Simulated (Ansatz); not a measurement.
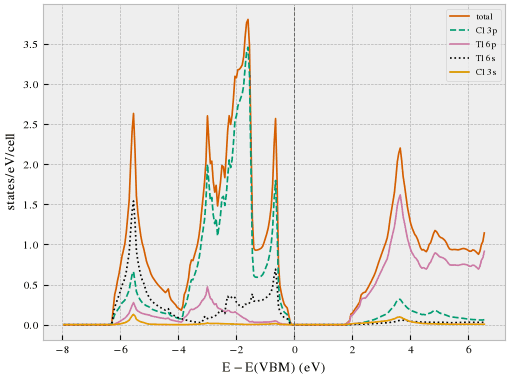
Total and projected density of states of TlCl (CsCl type, space group No. 221), LDA (plane waves, PAW; program Ansatz)

**Question.** Which orbitals carry the states next to the gap?

**Answer.** Top 1 eV of the valence band: Cl 3p 67 %, Tl 6s 29 %. Bottom 1 eV of the conduction band: Tl 6p 82 %, Cl 3p 7 %, Cl 3s 6 %. Projections are on Löwdin-orthogonalised atomic valence shells; empty p or d shells of many metals are not among them.

**Question.** Where is the tallest occupied peak in this window, and what makes it?

**Answer.** Near -1.6 eV, about 3.8 states/eV per cell; the largest projected share is Cl 3p.

Space group Pm-3m (CsCl type). Symmetry was held in the LDA relaxation; phonons on a q-mesh show no instability. The volume moved by -15 % from the start of the relaxation. The volume fell by over 15 % from the filed cell, which may lack light atoms or belong to other conditions. Scalar-relativistic: spin–orbit coupling is off unless named, which matters more the heavier the elements.

Potentials: the later of the program's two PAW sets.
